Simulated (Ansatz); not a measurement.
# AlSi2H7O2: molecular dynamics (part 1 of 4)

- system: AlSi2H7O2
- method: RKS PBE/STO-3G (Ansatz 0.2.0)

It belongs to a series of runs on one base structure; here: dynamics from the last frame of an earlier run.

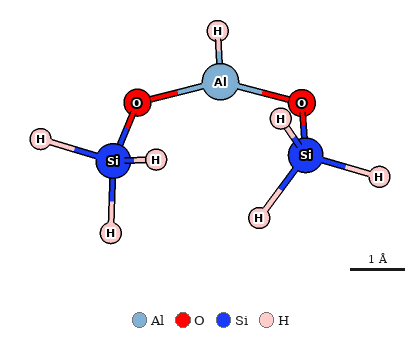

*The structure as given in the input (ball-and-stick view, seen at a tilt). Sticks mark near contacts.*

Input file
```yaml
crystal:
  periodic: [false, false, false]
  atoms:
    - { symbol: Al, position_ang: [0.090031, -0.138403, 0.168606] }
    - { symbol: O, position_ang: [-0.05872, -0.056949, 1.861312] }
    - { symbol: Si, position_ang: [-1.528579, -0.543603, 2.576002] }
    - { symbol: H, position_ang: [-2.01352, -1.824334, 2.052911] }
    - { symbol: H, position_ang: [-1.286883, -0.636591, 4.000757] }
    - { symbol: H, position_ang: [-2.628522, 0.383944, 2.303374] }
    - { symbol: H, position_ang: [1.362372, 0.390002, -0.45796] }
    - { symbol: O, position_ang: [-1.025132, -0.612758, -1.013592] }
    - { symbol: Si, position_ang: [-2.579155, -1.338078, -0.792856] }
    - { symbol: H, position_ang: [-2.439532, -2.767842, -0.626647] }
    - { symbol: H, position_ang: [-3.369292, -0.819644, 0.274466] }
    - { symbol: H, position_ang: [-3.257262, -1.088168, -2.06405] }
basis:
  gaussian: { orbitals: STO-3G }
hamiltonian:
  xc: pbe
md:
  timestep: 0.5
  n_steps: 250
  ensemble: nve
  temperature: 1000.0
  initial_velocities: maxwell_boltzmann
  seed: 972008
  masses: [{ species: H, mass: 2.014 }]
```

Machine: 1 thread of Arm Neoverse V2, 24 GiB of memory available, shared host.

Launch command:
```bash
ansatz run input.yaml --threads 1 --pin off --max-ram 2048MiB --backend cpu --events-out ev --progress --plain --runs-dir out
```

Log
```
Engine: ansatz 0.2.0, aarch64-unknown-linux-gnu
Functional definition: PBE
  parameter kappa = 0.804
  parameter beta = 0.06672455060314922
  exchange = pbe_x(kappa = kappa, mu = beta*pi^2/3)
  correlation = pbe_c(beta = beta)
594 factors; integrals over basis functions are off by at most 1.3e-5 eV
mean field evaluation 1: about -26219.7297 eV, gradient 4.5e1 eV
mean field evaluation 2: about -26197.8882 eV, gradient 1.0e2 eV
mean field evaluation 4: about -26226.2232 eV, gradient 6.9e0 eV
mean field evaluation 8: about -26226.3005 eV, gradient 3.3e-1 eV
mean field evaluation 16: about -26226.3008 eV, gradient 2.1e-5 eV
mean field -26226.30083026 eV, -963.7987786869 hartree, gradient 2.1e-5 eV, S^2 0.000000; 0 other end points of the search recorded, 0 dependent functions left out
the calculation of the forces begins
reference -26226.30085415 eV, -963.7987795650 hartree; 32, 32 occupied and 12, 12 virtual orbitals, 594 factors
md step     0: t =     0.00 fs  T =  1000.0 K  F+E_penalty+E_count = -26226.30083026 eV  E_kin = 1.292600 eV  conserved = -26225.00823027 eV  (24 SCF iters)
these checks for a lower state are left out or cut short: starts, cluster_reference, orbital_swaps, neighbouring_geometries, increment
594 factors; integrals over basis functions are off by at most 1.3e-5 eV
mean field -26226.27804510 eV, -963.7979413478 hartree, gradient 8.5e-6 eV, S^2 0.000000; 0 other end points of the search recorded, 0 dependent functions left out
the calculation of the forces begins
reference -26226.27806898 eV, -963.7979422252 hartree; 32, 32 occupied and 12, 12 virtual orbitals, 594 factors
md step     1: t =     0.50 fs  T =   982.5 K  F+E_penalty+E_count = -26226.27804510 eV  E_kin = 1.270010 eV  conserved = -26225.00803560 eV  (26 SCF iters)
[... from here on the SCF iterations and repeated set-up lines of each step are left out, up to the last step ...]
md step     2: t =     1.00 fs  T =   951.2 K  F+E_penalty+E_count = -26226.23731698 eV  E_kin = 1.229580 eV  conserved = -26225.00773729 eV  (26 SCF iters)
md step     3: t =     1.50 fs  T =   909.7 K  F+E_penalty+E_count = -26226.18330384 eV  E_kin = 1.175934 eV  conserved = -26225.00737003 eV  (26 SCF iters)
md step     4: t =     2.00 fs  T =   862.4 K  F+E_penalty+E_count = -26226.12177662 eV  E_kin = 1.114802 eV  conserved = -26225.00697436 eV  (26 SCF iters)
md step     5: t =     2.50 fs  T =   814.2 K  F+E_penalty+E_count = -26226.05897645 eV  E_kin = 1.052383 eV  conserved = -26225.00659332 eV  (26 SCF iters)
md step     6: t =     3.00 fs  T =   769.5 K  F+E_penalty+E_count = -26226.00091846 eV  E_kin = 0.994648 eV  conserved = -26225.00627066 eV  (26 SCF iters)
md step     7: t =     3.50 fs  T =   732.4 K  F+E_penalty+E_count = -26225.95269881 eV  E_kin = 0.946655 eV  conserved = -26225.00604427 eV  (26 SCF iters)
md step     8: t =     4.00 fs  T =   705.5 K  F+E_penalty+E_count = -26225.91789907 eV  E_kin = 0.911960 eV  conserved = -26225.00593930 eV  (26 SCF iters)
md step     9: t =     4.50 fs  T =   690.3 K  F+E_penalty+E_count = -26225.89818971 eV  E_kin = 0.892227 eV  conserved = -26225.00596238 eV  (26 SCF iters)
md step    10: t =     5.00 fs  T =   686.3 K  F+E_penalty+E_count = -26225.89321857 eV  E_kin = 0.887117 eV  conserved = -26225.00610127 eV  (26 SCF iters)
md step    11: t =     5.50 fs  T =   692.0 K  F+E_penalty+E_count = -26225.90080701 eV  E_kin = 0.894482 eV  conserved = -26225.00632452 eV  (26 SCF iters)
md step    12: t =     6.00 fs  T =   704.6 K  F+E_penalty+E_count = -26225.91742022 eV  E_kin = 0.910828 eV  conserved = -26225.00659199 eV  (26 SCF iters)
md step    13: t =     6.50 fs  T =   721.0 K  F+E_penalty+E_count = -26225.93878986 eV  E_kin = 0.931927 eV  conserved = -26225.00686300 eV  (26 SCF iters)
md step    14: t =     7.00 fs  T =   737.6 K  F+E_penalty+E_count = -26225.96055361 eV  E_kin = 0.953450 eV  conserved = -26225.00710390 eV  (26 SCF iters)
md step    15: t =     7.50 fs  T =   751.6 K  F+E_penalty+E_count = -26225.97878863 eV  E_kin = 0.971495 eV  conserved = -26225.00729378 eV  (27 SCF iters)
md step    16: t =     8.00 fs  T =   760.4 K  F+E_penalty+E_count = -26225.99036233 eV  E_kin = 0.982938 eV  conserved = -26225.00742390 eV  (27 SCF iters)
md step    17: t =     8.50 fs  T =   762.5 K  F+E_penalty+E_count = -26225.99309332 eV  E_kin = 0.985598 eV  conserved = -26225.00749529 eV  (27 SCF iters)
md step    18: t =     9.00 fs  T =   756.8 K  F+E_penalty+E_count = -26225.98576115 eV  E_kin = 0.978246 eV  conserved = -26225.00751468 eV  (24 SCF iters)
md step    19: t =     9.50 fs  T =   743.1 K  F+E_penalty+E_count = -26225.96802768 eV  E_kin = 0.960540 eV  conserved = -26225.00748759 eV  (27 SCF iters)
md step    20: t =    10.00 fs  T =   721.7 K  F+E_penalty+E_count = -26225.94034665 eV  E_kin = 0.932928 eV  conserved = -26225.00741850 eV  (27 SCF iters)
md step    21: t =    10.50 fs  T =   693.6 K  F+E_penalty+E_count = -26225.90390114 eV  E_kin = 0.896592 eV  conserved = -26225.00730886 eV  (27 SCF iters)
md step    22: t =    11.00 fs  T =   660.2 K  F+E_penalty+E_count = -26225.86058907 eV  E_kin = 0.853434 eV  conserved = -26225.00715463 eV  (27 SCF iters)
md step    23: t =    11.50 fs  T =   623.6 K  F+E_penalty+E_count = -26225.81305124 eV  E_kin = 0.806097 eV  conserved = -26225.00695382 eV  (27 SCF iters)
md step    24: t =    12.00 fs  T =   586.4 K  F+E_penalty+E_count = -26225.76467653 eV  E_kin = 0.757966 eV  conserved = -26225.00671010 eV  (27 SCF iters)
md step    25: t =    12.50 fs  T =   551.7 K  F+E_penalty+E_count = -26225.71951310 eV  E_kin = 0.713075 eV  conserved = -26225.00643819 eV  (27 SCF iters)
md step    26: t =    13.00 fs  T =   522.8 K  F+E_penalty+E_count = -26225.68200337 eV  E_kin = 0.675835 eV  conserved = -26225.00616828 eV  (22 SCF iters)
md step    27: t =    13.50 fs  T =   503.3 K  F+E_penalty+E_count = -26225.65649364 eV  E_kin = 0.650549 eV  conserved = -26225.00594469 eV  (21 SCF iters)
md step    28: t =    14.00 fs  T =   495.7 K  F+E_penalty+E_count = -26225.64654560 eV  E_kin = 0.640729 eV  conserved = -26225.00581676 eV  (21 SCF iters)
md step    29: t =    14.50 fs  T =   501.6 K  F+E_penalty+E_count = -26225.65417571 eV  E_kin = 0.648350 eV  conserved = -26225.00582542 eV  (21 SCF iters)
md step    30: t =    15.00 fs  T =   520.8 K  F+E_penalty+E_count = -26225.67922591 eV  E_kin = 0.673235 eV  conserved = -26225.00599115 eV  (26 SCF iters)
md step    31: t =    15.50 fs  T =   551.4 K  F+E_penalty+E_count = -26225.71907338 eV  E_kin = 0.712772 eV  conserved = -26225.00630181 eV  (26 SCF iters)
md step    32: t =    16.00 fs  T =   589.6 K  F+E_penalty+E_count = -26225.76882771 eV  E_kin = 0.762114 eV  conserved = -26225.00671404 eV  (26 SCF iters)
md step    33: t =    16.50 fs  T =   630.4 K  F+E_penalty+E_count = -26225.82200619 eV  E_kin = 0.814844 eV  conserved = -26225.00716267 eV  (27 SCF iters)
md step    34: t =    17.00 fs  T =   668.4 K  F+E_penalty+E_count = -26225.87154046 eV  E_kin = 0.863963 eV  conserved = -26225.00757725 eV  (27 SCF iters)
md step    35: t =    17.50 fs  T =   698.6 K  F+E_penalty+E_count = -26225.91087476 eV  E_kin = 0.902979 eV  conserved = -26225.00789566 eV  (27 SCF iters)
md step    36: t =    18.00 fs  T =   717.0 K  F+E_penalty+E_count = -26225.93493068 eV  E_kin = 0.926854 eV  conserved = -26225.00807631 eV  (27 SCF iters)
md step    37: t =    18.50 fs  T =   721.5 K  F+E_penalty+E_count = -26225.94077195 eV  E_kin = 0.932671 eV  conserved = -26225.00810090 eV  (24 SCF iters)
md step    38: t =    19.00 fs  T =   711.7 K  F+E_penalty+E_count = -26225.92790826 eV  E_kin = 0.919935 eV  conserved = -26225.00797361 eV  (27 SCF iters)
md step    39: t =    19.50 fs  T =   688.9 K  F+E_penalty+E_count = -26225.89824701 eV  E_kin = 0.890530 eV  conserved = -26225.00771701 eV  (27 SCF iters)
md step    40: t =    20.00 fs  T =   656.3 K  F+E_penalty+E_count = -26225.85574684 eV  E_kin = 0.848378 eV  conserved = -26225.00736852 eV  (27 SCF iters)
md step    41: t =    20.50 fs  T =   618.0 K  F+E_penalty+E_count = -26225.80583391 eV  E_kin = 0.798859 eV  conserved = -26225.00697472 eV  (27 SCF iters)
md step    42: t =    21.00 fs  T =   578.7 K  F+E_penalty+E_count = -26225.75465426 eV  E_kin = 0.748066 eV  conserved = -26225.00658859 eV  (27 SCF iters)
md step    43: t =    21.50 fs  T =   543.1 K  F+E_penalty+E_count = -26225.70823634 eV  E_kin = 0.701973 eV  conserved = -26225.00626320 eV  (27 SCF iters)
md step    44: t =    22.00 fs  T =   515.0 K  F+E_penalty+E_count = -26225.67166893 eV  E_kin = 0.665627 eV  conserved = -26225.00604190 eV  (22 SCF iters)
md step    45: t =    22.50 fs  T =   497.0 K  F+E_penalty+E_count = -26225.64842450 eV  E_kin = 0.642474 eV  conserved = -26225.00595024 eV  (21 SCF iters)
md step    46: t =    23.00 fs  T =   490.5 K  F+E_penalty+E_count = -26225.63995167 eV  E_kin = 0.633960 eV  conserved = -26225.00599137 eV  (21 SCF iters)
md step    47: t =    23.50 fs  T =   494.7 K  F+E_penalty+E_count = -26225.64561864 eV  E_kin = 0.639473 eV  conserved = -26225.00614585 eV  (20 SCF iters)
md step    48: t =    24.00 fs  T =   508.0 K  F+E_penalty+E_count = -26225.66301102 eV  E_kin = 0.656636 eV  conserved = -26225.00637542 eV  (21 SCF iters)
md step    49: t =    24.50 fs  T =   527.5 K  F+E_penalty+E_count = -26225.68850644 eV  E_kin = 0.681871 eV  conserved = -26225.00663525 eV  (27 SCF iters)
md step    50: t =    25.00 fs  T =   550.1 K  F+E_penalty+E_count = -26225.71796964 eV  E_kin = 0.711087 eV  conserved = -26225.00688297 eV  (27 SCF iters)
md step    51: t =    25.50 fs  T =   572.7 K  F+E_penalty+E_count = -26225.74741241 eV  E_kin = 0.740325 eV  conserved = -26225.00708750 eV  (27 SCF iters)
md step    52: t =    26.00 fs  T =   592.8 K  F+E_penalty+E_count = -26225.77348977 eV  E_kin = 0.766257 eV  conserved = -26225.00723251 eV  (27 SCF iters)
md step    53: t =    26.50 fs  T =   608.4 K  F+E_penalty+E_count = -26225.79377437 eV  E_kin = 0.786458 eV  conserved = -26225.00731598 eV  (27 SCF iters)
md step    54: t =    27.00 fs  T =   618.5 K  F+E_penalty+E_count = -26225.80681504 eV  E_kin = 0.799469 eV  conserved = -26225.00734568 eV  (27 SCF iters)
md step    55: t =    27.50 fs  T =   622.5 K  F+E_penalty+E_count = -26225.81203578 eV  E_kin = 0.804701 eV  conserved = -26225.00733448 eV  (27 SCF iters)
md step    56: t =    28.00 fs  T =   620.7 K  F+E_penalty+E_count = -26225.80955080 eV  E_kin = 0.802254 eV  conserved = -26225.00729723 eV  (25 SCF iters)
md step    57: t =    28.50 fs  T =   613.3 K  F+E_penalty+E_count = -26225.79995962 eV  E_kin = 0.792718 eV  conserved = -26225.00724160 eV  (26 SCF iters)
md step    58: t =    29.00 fs  T =   601.1 K  F+E_penalty+E_count = -26225.78420105 eV  E_kin = 0.777027 eV  conserved = -26225.00717431 eV  (27 SCF iters)
md step    59: t =    29.50 fs  T =   585.2 K  F+E_penalty+E_count = -26225.76346979 eV  E_kin = 0.756377 eV  conserved = -26225.00709270 eV  (27 SCF iters)
md step    60: t =    30.00 fs  T =   566.5 K  F+E_penalty+E_count = -26225.73923113 eV  E_kin = 0.732239 eV  conserved = -26225.00699175 eV  (27 SCF iters)
md step    61: t =    30.50 fs  T =   546.5 K  F+E_penalty+E_count = -26225.71328803 eV  E_kin = 0.706424 eV  conserved = -26225.00686360 eV  (27 SCF iters)
md step    62: t =    31.00 fs  T =   527.0 K  F+E_penalty+E_count = -26225.68786536 eV  E_kin = 0.681159 eV  conserved = -26225.00670602 eV  (27 SCF iters)
md step    63: t =    31.50 fs  T =   509.9 K  F+E_penalty+E_count = -26225.66562316 eV  E_kin = 0.659097 eV  conserved = -26225.00652613 eV  (27 SCF iters)
md step    64: t =    32.00 fs  T =   497.6 K  F+E_penalty+E_count = -26225.64952343 eV  E_kin = 0.643180 eV  conserved = -26225.00634388 eV  (27 SCF iters)
md step    65: t =    32.50 fs  T =   492.3 K  F+E_penalty+E_count = -26225.64249628 eV  E_kin = 0.636303 eV  conserved = -26225.00619363 eV  (27 SCF iters)
md step    66: t =    33.00 fs  T =   495.7 K  F+E_penalty+E_count = -26225.64690951 eV  E_kin = 0.640793 eV  conserved = -26225.00611623 eV  (27 SCF iters)
md step    67: t =    33.50 fs  T =   508.9 K  F+E_penalty+E_count = -26225.66394639 eV  E_kin = 0.657799 eV  conserved = -26225.00614784 eV  (27 SCF iters)
md step    68: t =    34.00 fs  T =   531.3 K  F+E_penalty+E_count = -26225.69306720 eV  E_kin = 0.686761 eV  conserved = -26225.00630631 eV  (26 SCF iters)
md step    69: t =    34.50 fs  T =   561.0 K  F+E_penalty+E_count = -26225.73175654 eV  E_kin = 0.725175 eV  conserved = -26225.00658127 eV  (26 SCF iters)
md step    70: t =    35.00 fs  T =   594.7 K  F+E_penalty+E_count = -26225.77569723 eV  E_kin = 0.768764 eV  conserved = -26225.00693325 eV  (27 SCF iters)
md step    71: t =    35.50 fs  T =   628.3 K  F+E_penalty+E_count = -26225.81938219 eV  E_kin = 0.812079 eV  conserved = -26225.00730300 eV  (27 SCF iters)
md step    72: t =    36.00 fs  T =   657.1 K  F+E_penalty+E_count = -26225.85702982 eV  E_kin = 0.849405 eV  conserved = -26225.00762468 eV  (27 SCF iters)
md step    73: t =    36.50 fs  T =   677.5 K  F+E_penalty+E_count = -26225.88358719 eV  E_kin = 0.875744 eV  conserved = -26225.00784330 eV  (27 SCF iters)
md step    74: t =    37.00 fs  T =   686.7 K  F+E_penalty+E_count = -26225.89558437 eV  E_kin = 0.887660 eV  conserved = -26225.00792430 eV  (27 SCF iters)
md step    75: t =    37.50 fs  T =   683.8 K  F+E_penalty+E_count = -26225.89167853 eV  E_kin = 0.883820 eV  conserved = -26225.00785813 eV  (25 SCF iters)
md step    76: t =    38.00 fs  T =   669.3 K  F+E_penalty+E_count = -26225.87281255 eV  E_kin = 0.865154 eV  conserved = -26225.00765891 eV  (27 SCF iters)
md step    77: t =    38.50 fs  T =   645.7 K  F+E_penalty+E_count = -26225.84200027 eV  E_kin = 0.834639 eV  conserved = -26225.00736139 eV  (27 SCF iters)
md step    78: t =    39.00 fs  T =   616.4 K  F+E_penalty+E_count = -26225.80379900 eV  E_kin = 0.796785 eV  conserved = -26225.00701359 eV  (26 SCF iters)
md step    79: t =    39.50 fs  T =   585.6 K  F+E_penalty+E_count = -26225.76356782 eV  E_kin = 0.756899 eV  conserved = -26225.00666839 eV  (26 SCF iters)
md step    80: t =    40.00 fs  T =   557.2 K  F+E_penalty+E_count = -26225.72663170 eV  E_kin = 0.720254 eV  conserved = -26225.00637813 eV  (26 SCF iters)
md step    81: t =    40.50 fs  T =   534.8 K  F+E_penalty+E_count = -26225.69747461 eV  E_kin = 0.691290 eV  conserved = -26225.00618436 eV  (26 SCF iters)
md step    82: t =    41.00 fs  T =   520.7 K  F+E_penalty+E_count = -26225.67910275 eV  E_kin = 0.672995 eV  conserved = -26225.00610774 eV  (26 SCF iters)
md step    83: t =    41.50 fs  T =   515.7 K  F+E_penalty+E_count = -26225.67270224 eV  E_kin = 0.666554 eV  conserved = -26225.00614817 eV  (26 SCF iters)
md step    84: t =    42.00 fs  T =   519.4 K  F+E_penalty+E_count = -26225.67763810 eV  E_kin = 0.671355 eV  conserved = -26225.00628357 eV  (27 SCF iters)
md step    85: t =    42.50 fs  T =   530.2 K  F+E_penalty+E_count = -26225.69178411 eV  E_kin = 0.685307 eV  conserved = -26225.00647726 eV  (27 SCF iters)
md step    86: t =    43.00 fs  T =   545.7 K  F+E_penalty+E_count = -26225.71207941 eV  E_kin = 0.705392 eV  conserved = -26225.00668757 eV  (27 SCF iters)
md step    87: t =    43.50 fs  T =   563.4 K  F+E_penalty+E_count = -26225.73516620 eV  E_kin = 0.728288 eV  conserved = -26225.00687788 eV  (26 SCF iters)
md step    88: t =    44.00 fs  T =   581.0 K  F+E_penalty+E_count = -26225.75796069 eV  E_kin = 0.750938 eV  conserved = -26225.00702290 eV  (26 SCF iters)
md step    89: t =    44.50 fs  T =   596.4 K  F+E_penalty+E_count = -26225.77805435 eV  E_kin = 0.770943 eV  conserved = -26225.00711111 eV  (26 SCF iters)
md step    90: t =    45.00 fs  T =   608.7 K  F+E_penalty+E_count = -26225.79390529 eV  E_kin = 0.786760 eV  conserved = -26225.00714529 eV  (27 SCF iters)
md step    91: t =    45.50 fs  T =   617.1 K  F+E_penalty+E_count = -26225.80482839 eV  E_kin = 0.797693 eV  conserved = -26225.00713581 eV  (27 SCF iters)
md step    92: t =    46.00 fs  T =   621.8 K  F+E_penalty+E_count = -26225.81084675 eV  E_kin = 0.803749 eV  conserved = -26225.00709823 eV  (27 SCF iters)
md step    93: t =    46.50 fs  T =   623.1 K  F+E_penalty+E_count = -26225.81246329 eV  E_kin = 0.805415 eV  conserved = -26225.00704813 eV  (27 SCF iters)
md step    94: t =    47.00 fs  T =   621.6 K  F+E_penalty+E_count = -26225.81042304 eV  E_kin = 0.803424 eV  conserved = -26225.00699953 eV  (24 SCF iters)
md step    95: t =    47.50 fs  T =   617.8 K  F+E_penalty+E_count = -26225.80551139 eV  E_kin = 0.798552 eV  conserved = -26225.00695923 eV  (27 SCF iters)
md step    96: t =    48.00 fs  T =   612.3 K  F+E_penalty+E_count = -26225.79843687 eV  E_kin = 0.791508 eV  conserved = -26225.00692876 eV  (26 SCF iters)
md step    97: t =    48.50 fs  T =   605.7 K  F+E_penalty+E_count = -26225.78980699 eV  E_kin = 0.782903 eV  conserved = -26225.00690355 eV  (26 SCF iters)
md step    98: t =    49.00 fs  T =   598.3 K  F+E_penalty+E_count = -26225.78019853 eV  E_kin = 0.773326 eV  conserved = -26225.00687261 eV  (26 SCF iters)
md step    99: t =    49.50 fs  T =   590.7 K  F+E_penalty+E_count = -26225.77030501 eV  E_kin = 0.763481 eV  conserved = -26225.00682436 eV  (26 SCF iters)
md step   100: t =    50.00 fs  T =   583.6 K  F+E_penalty+E_count = -26225.76110294 eV  E_kin = 0.754354 eV  conserved = -26225.00674845 eV  (26 SCF iters)
md step   101: t =    50.50 fs  T =   578.2 K  F+E_penalty+E_count = -26225.75397717 eV  E_kin = 0.747333 eV  conserved = -26225.00664430 eV  (26 SCF iters)
md step   102: t =    51.00 fs  T =   575.7 K  F+E_penalty+E_count = -26225.75071443 eV  E_kin = 0.744191 eV  conserved = -26225.00652391 eV  (26 SCF iters)
md step   103: t =    51.50 fs  T =   577.8 K  F+E_penalty+E_count = -26225.75330831 eV  E_kin = 0.746896 eV  conserved = -26225.00641209 eV  (26 SCF iters)
md step   104: t =    52.00 fs  T =   585.8 K  F+E_penalty+E_count = -26225.76356793 eV  E_kin = 0.757225 eV  conserved = -26225.00634268 eV  (26 SCF iters)
md step   105: t =    52.50 fs  T =   600.5 K  F+E_penalty+E_count = -26225.78259883 eV  E_kin = 0.776250 eV  conserved = -26225.00634924 eV  (26 SCF iters)
md step   106: t =    53.00 fs  T =   621.9 K  F+E_penalty+E_count = -26225.81030281 eV  E_kin = 0.803850 eV  conserved = -26225.00645291 eV  (26 SCF iters)
md step   107: t =    53.50 fs  T =   648.6 K  F+E_penalty+E_count = -26225.84507670 eV  E_kin = 0.838425 eV  conserved = -26225.00665148 eV  (26 SCF iters)
md step   108: t =    54.00 fs  T =   678.4 K  F+E_penalty+E_count = -26225.88385712 eV  E_kin = 0.876940 eV  conserved = -26225.00691760 eV  (26 SCF iters)
md step   109: t =    54.50 fs  T =   708.1 K  F+E_penalty+E_count = -26225.92254663 eV  E_kin = 0.915344 eV  conserved = -26225.00720301 eV  (26 SCF iters)
md step   110: t =    55.00 fs  T =   734.4 K  F+E_penalty+E_count = -26225.95674163 eV  E_kin = 0.949288 eV  conserved = -26225.00745380 eV  (26 SCF iters)
md step   111: t =    55.50 fs  T =   754.3 K  F+E_penalty+E_count = -26225.98256902 eV  E_kin = 0.974948 eV  conserved = -26225.00762118 eV  (26 SCF iters)
md step   112: t =    56.00 fs  T =   765.7 K  F+E_penalty+E_count = -26225.99743294 eV  E_kin = 0.989759 eV  conserved = -26225.00767379 eV  (26 SCF iters)
md step   113: t =    56.50 fs  T =   768.1 K  F+E_penalty+E_count = -26226.00049797 eV  E_kin = 0.992894 eV  conserved = -26225.00760354 eV  (24 SCF iters)
md step   114: t =    57.00 fs  T =   762.3 K  F+E_penalty+E_count = -26225.99281857 eV  E_kin = 0.985393 eV  conserved = -26225.00742560 eV  (26 SCF iters)
md step   115: t =    57.50 fs  T =   750.4 K  F+E_penalty+E_count = -26225.97710741 eV  E_kin = 0.969932 eV  conserved = -26225.00717551 eV  (26 SCF iters)
md step   116: t =    58.00 fs  T =   735.2 K  F+E_penalty+E_count = -26225.95719615 eV  E_kin = 0.950296 eV  conserved = -26225.00690036 eV  (26 SCF iters)
md step   117: t =    58.50 fs  T =   720.0 K  F+E_penalty+E_count = -26225.93730269 eV  E_kin = 0.930651 eV  conserved = -26225.00665131 eV  (26 SCF iters)
md step   118: t =    59.00 fs  T =   707.7 K  F+E_penalty+E_count = -26225.92124184 eV  E_kin = 0.914769 eV  conserved = -26225.00647299 eV  (26 SCF iters)
```
